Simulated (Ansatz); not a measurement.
```xyz
7

S    -0.5755    1.5373   -1.3298
Si   -0.0310    0.1029    0.2043
S     2.0162   -0.4880   -0.1531
Cl   -1.4043   -1.4898    0.1893
H    -1.9206    1.4134   -1.1277
H    -0.0322    0.6555    1.5904
H     1.8078   -0.8125   -1.4627
```

Method: RKS BLYP/def2-SVP (Ansatz 0.2.0).

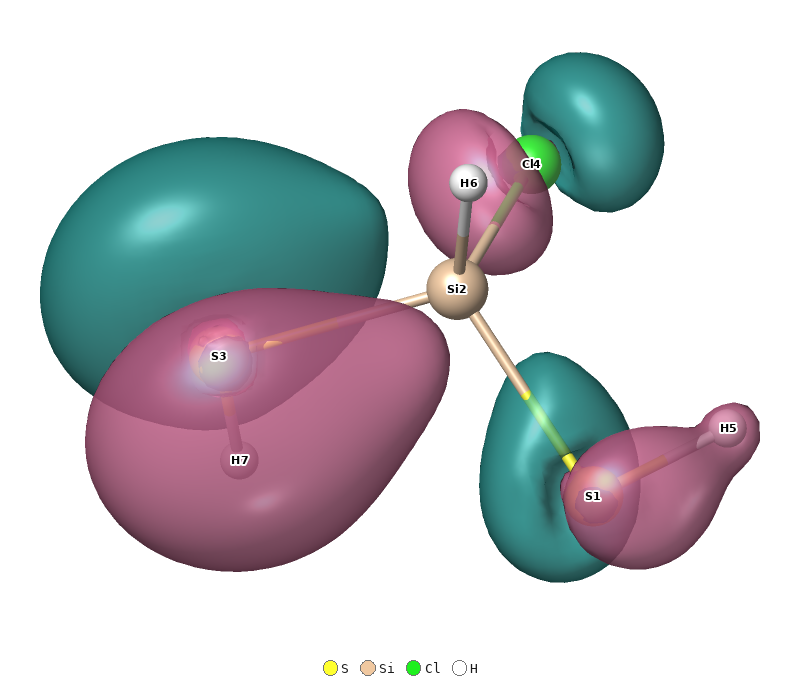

ClH$_{3}$S$_{2}$Si (SMILES S[SiH](S)Cl). The HOMO−1 at ±0.08 Å⁻³ᐟ² (teal and pink are the two phases), seen across its widest extent.

Q: Where does this orbital lie, and at what energy?

A: By Hirshfeld shares it lies mainly on S3 (about 75 %), S1 (about 5 %) and Cl4 (about 5 %); largely a lone pair of S3. Its energy is −6.33 eV.
